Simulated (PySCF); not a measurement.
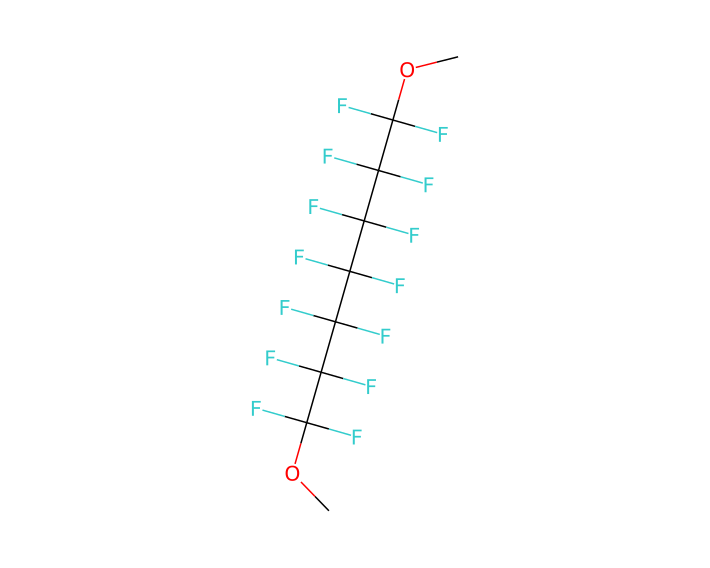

**Give its SMILES.**

COC(F)(F)C(F)(F)C(F)(F)C(F)(F)C(F)(F)C(F)(F)C(F)(F)OC

**What is the molecular formula?**

C9H6F14O2.

**An optimisation with GFN2-xTB gave a structure of which point group?**

C1. Other conformers may differ.

More results for the same structure follow; atom numbers are the same in all pictures, views and colours differ. Computed geometry: GFN2-xTB optimisation. No frequency run is at hand to confirm it as a minimum.

### Shape

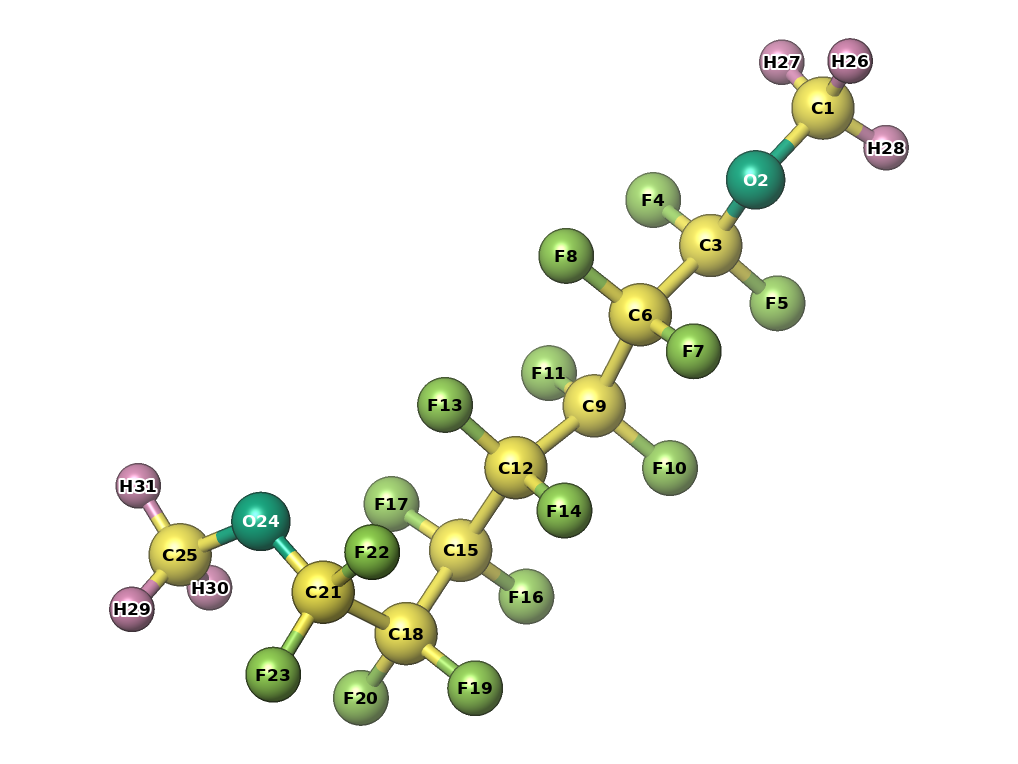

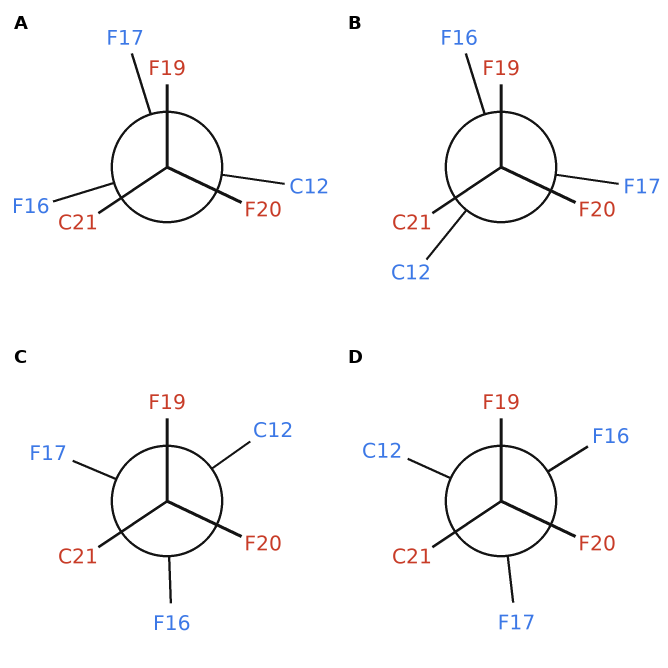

Atoms fade into the background with distance from the viewer. Bonds that would overlap in a projection are set slightly apart. No frequency run is at hand to confirm it as a minimum.

**Which Newman projection shows the view along C18–C15, with C18 in front?**

D. The torsion angle F19–C18–C15–F16 is 58°, synclinal (gauche).

### Polarisability

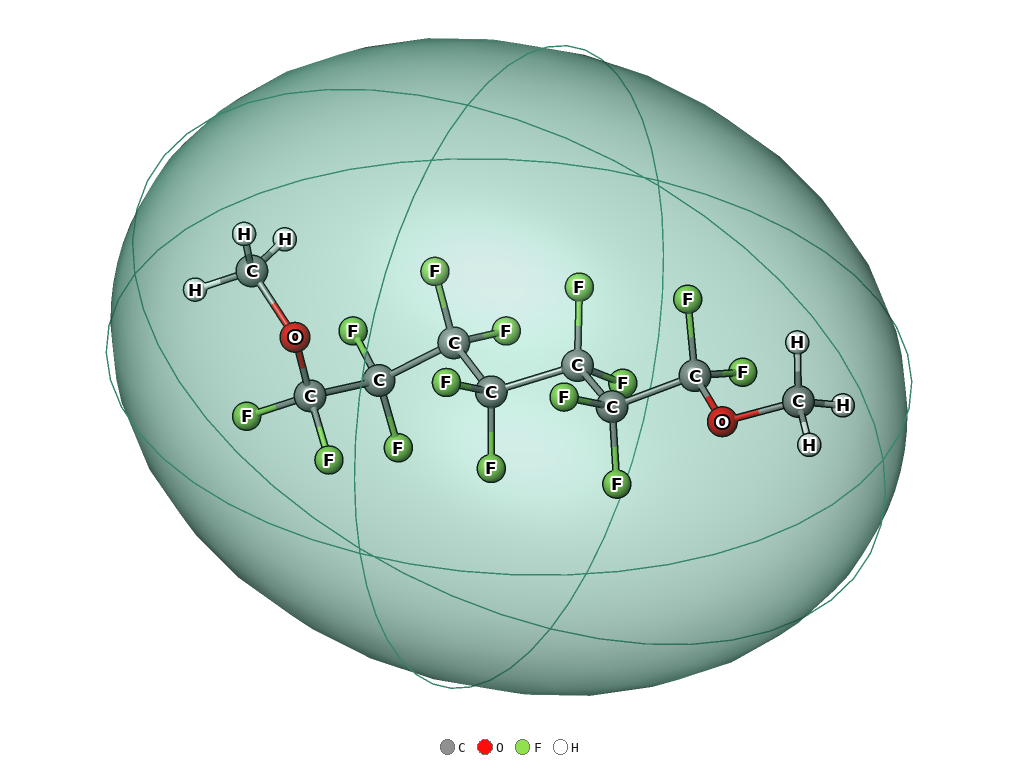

The ellipsoid shows the static dipole polarisability: its half-axes are proportional to the principal values. No frequency run is at hand to confirm it as a minimum. Computed with ωB97X-D/def2-SVP (PySCF 2.14.0).

**How large and how anisotropic is the polarisability?**

Principal values 81.0, 87.5, 111.0 bohr³; mean 93.2 bohr³ (13.81 Å³); anisotropy 27.4 bohr³, so the longest axis is 1.37 times the shortest.

### Excitation

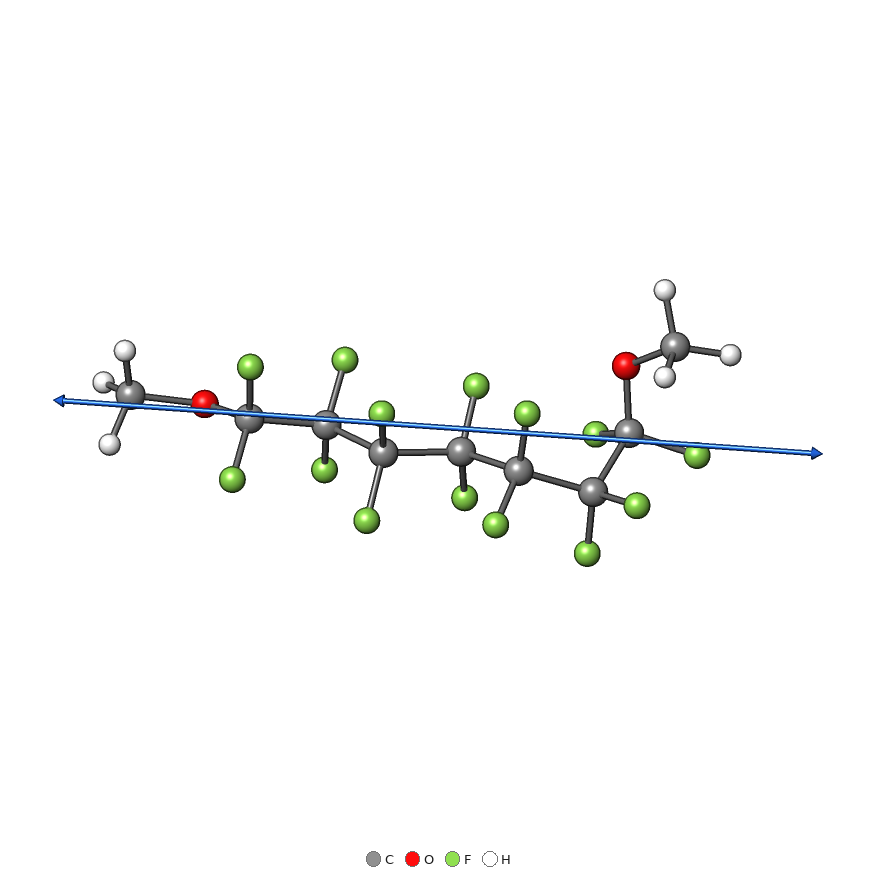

The double arrow shows the direction of the transition dipole to excited singlet state 3 (its length means nothing). No frequency run is at hand to confirm it as a minimum. Properties computed with TDA ωB97X-D/def2-SVP, vertical, gas phase, core orbitals frozen in the response, virtual orbitals cut by energy (PySCF 2.14.0).

**Where does the transition lie, and how strong is it?**

9.19 eV (135 nm), oscillator strength 0.17, of mixed character, with the largest part HOMO−1 → LUMO (weight 0.48); transition dipole 2.23 D.

### NMR shielding

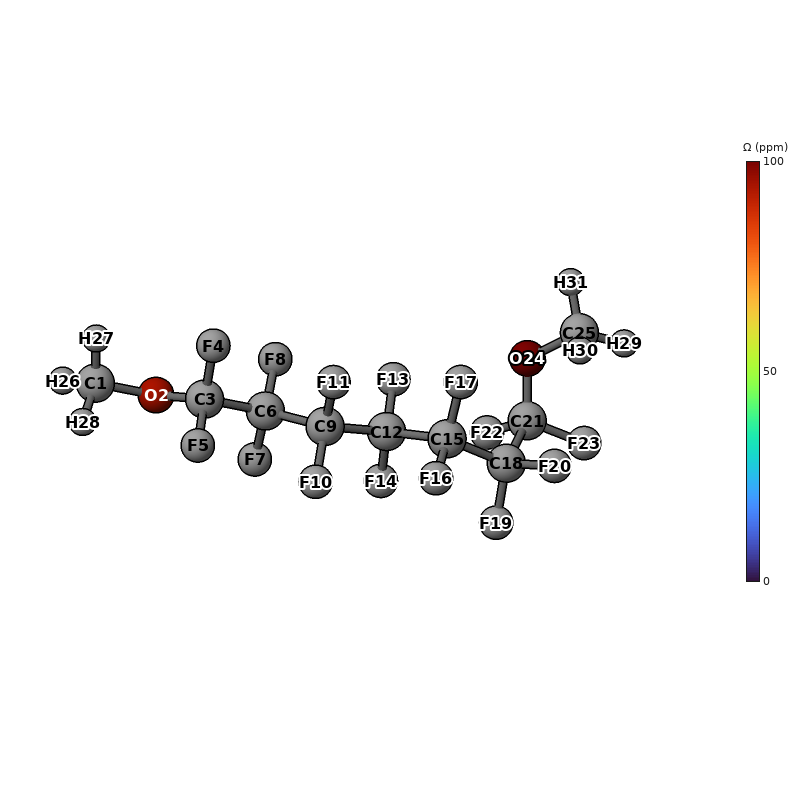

The O atoms are coloured by the span of their shielding tensor. No frequency run is at hand to confirm it as a minimum. Method: GIAO KT3/pcSseg-1 NMR shielding, non-relativistic, gas phase (PySCF 2.14.0). Principal shieldings σ11 ≤ σ22 ≤ σ33, span Ω = σ33 − σ11, skew κ = 3(σiso − σ22)/Ω.

Give the shielding tensors of the O atoms.

| atom | σ11 | σ22 | σ33 | σiso | Ω | κ |
| --- | --- | --- | --- | --- | --- | --- |
| O2 | 188.2 | 242.6 | 282.5 | 237.8 | 94.3 | −0.15 |
| O24 | 196.5 | 216.5 | 296.1 | 236.4 | 99.6 | 0.60 |

Shieldings and span in ppm.

### Charges

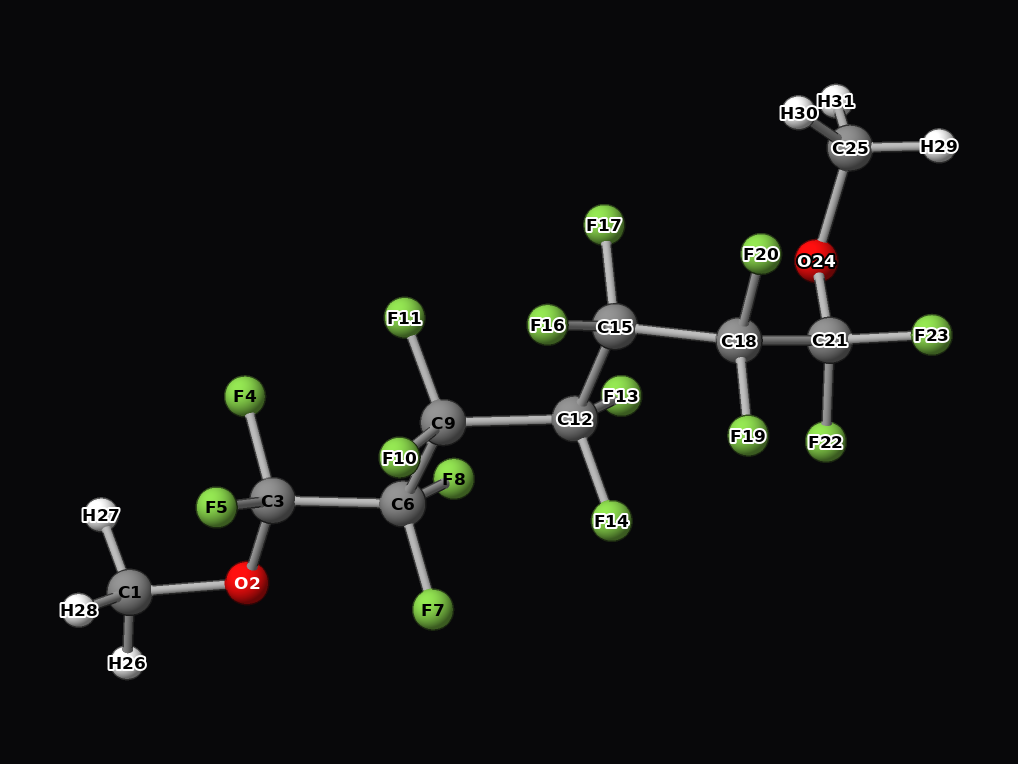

The questions are on IAO charges. No frequency run is at hand to confirm it as a minimum. Level of theory: ωB97X-D/def2-SVP, gas phase (PySCF 2.14.0).

List the IAO charges.

```tsv
atom	value (e)
C1	−0.20
O2	−0.35
C3	0.70
F4	−0.30
F5	−0.30
C6	0.52
F7	−0.27
F8	−0.27
C9	0.52
F10	−0.26
F11	−0.27
C12	0.52
F13	−0.26
F14	−0.26
C15	0.52
F16	−0.26
F17	−0.27
C18	0.50
F19	−0.26
F20	−0.27
C21	0.71
F22	−0.28
F23	−0.29
O24	−0.36
C25	−0.20
H26	0.17
H27	0.15
H28	0.15
H29	0.15
H30	0.15
H31	0.17
```
